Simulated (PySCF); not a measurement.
SMILES C=Cc1cccc[c]1[GeH3] (C₈H₁₀Ge) at its GFN2-xTB optimised geometry (Å):

```
19

C     -2.6252    -1.8720     0.3697
C     -1.3621    -1.6825     0.0118
C     -0.6475    -0.4115     0.0000
C     -1.3236     0.8080    -0.0187
C     -0.6343     2.0047    -0.0253
C      0.7505     2.0051    -0.0128
C      1.4304     0.8010     0.0000
C      0.7541    -0.4115     0.0000
Ge     1.8138    -2.0556     0.0318
H     -3.0730    -2.8508     0.3540
H     -3.2605    -1.0681     0.7022
H     -0.7654    -2.5393    -0.2894
H     -2.4030     0.8169    -0.0444
H     -1.1764     2.9392    -0.0432
H      1.2958     2.9377    -0.0178
H      2.5133     0.7975     0.0065
H      1.4886    -2.9392     1.1955
H      1.6448    -2.8856    -1.2046
H      3.2605    -1.6870     0.1255
```

Method: PySCF with PBE/def2-SVP.

Map of the electron localisation function on the plane z = 0.8 Å:

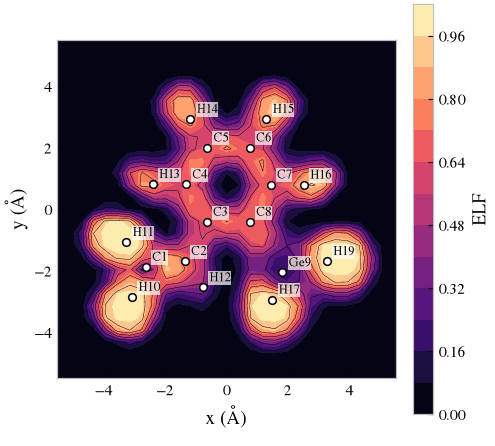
Figure: Electron localisation function on the plane z = 0.8 Å.
